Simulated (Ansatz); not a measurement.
Three curves of one kind of scan: energy against volume (even scaling of the relaxed cell, symmetry kept). Computed with PBEsol (plane waves to 420 eV, PAW, scalar-relativistic; Ansatz, an electronic-structure program). Each is measured from its own zero (the relaxed starting cell). 

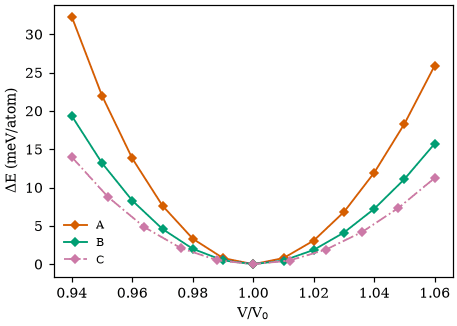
Figure. Curves A, B and C.

Problem. Which curve belongs to the crystal with a fitted bulk modulus of 91.7 GPa and a relaxed volume of 16.88 Å³/atom?

Solution. Curve B, ScAl$_{3}$ (Cu3Au type): near the minimum ΔE ≈ ½·B₀·V₀·(V/V₀ − 1)², with B₀·V₀ = 9.7 eV/atom.

All were relaxed with their symmetry unable to fall. At this level the bands of Mg2Sn touch or barely overlap; measurements give the solid a gap. KTaO3 is run without spin polarisation. ScAl3 is run without spin polarisation. Spin-orbit coupling is left out.

(Under strain, the slope of the energy per volume gives the stress and its curvature an elastic modulus.)
